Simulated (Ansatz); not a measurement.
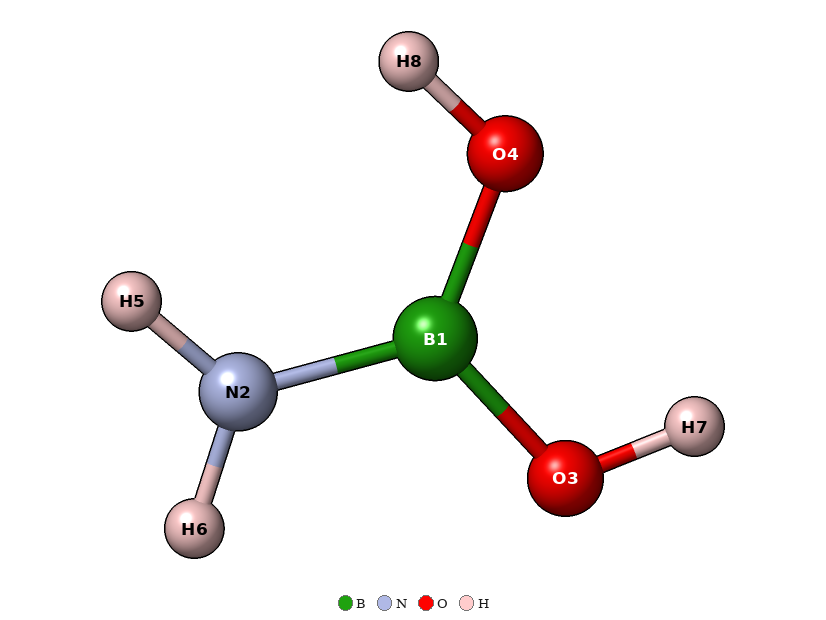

Harmonic vibrations computed with RKS PBE0-D4/def2-TZVP (Ansatz 0.2.0) at a stationary point of the same level.

Q: How many imaginary frequencies does it have?

A: A minimum: no imaginary frequency, and the lowest mode lies at 238 cm⁻¹.

Q: List the wavenumbers.

A: 18 modes: 238, 366, 390, 437, 476, 533, 658, 868, 896, 1002, 1025, 1436, 1461, 1636, 3657, 3758, 3909, 3926 cm⁻¹.
